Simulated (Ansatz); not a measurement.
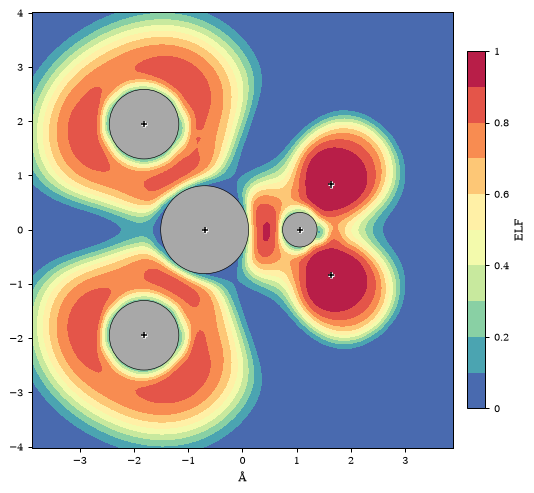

The electron localisation function on a plane through atoms (crosses mark nuclei in the plane; grey discs cover the cores).

Theory: Ansatz, isolated molecule in a Gaussian basis; Kohn-Sham density functional theory, functional PBE0.

Candidates:
A. AlBr2H2N (SMILES [NH2][Al]([Br])[Br])
B. ClF3Zr (SMILES [F][Zr]([F])([F])[Cl])
C. H6N3OV (SMILES [NH]=[V]([NH2])([NH2])[OH])

Q: Which system is this?

A: Candidate A: AlBr2H2N on the molecular plane, which holds Al, Br, N and H. Al–N (1.75 Å): the ELF peaks at about 0.90 in the valence shell of N, 0.6 Å from its nucleus, and is about 0.60 at the midpoint. Al–Br (2.24 Å): the ELF peaks at about 0.85 in the valence shell of Br, 1.1 Å from its nucleus, and is about 0.85 at the midpoint.
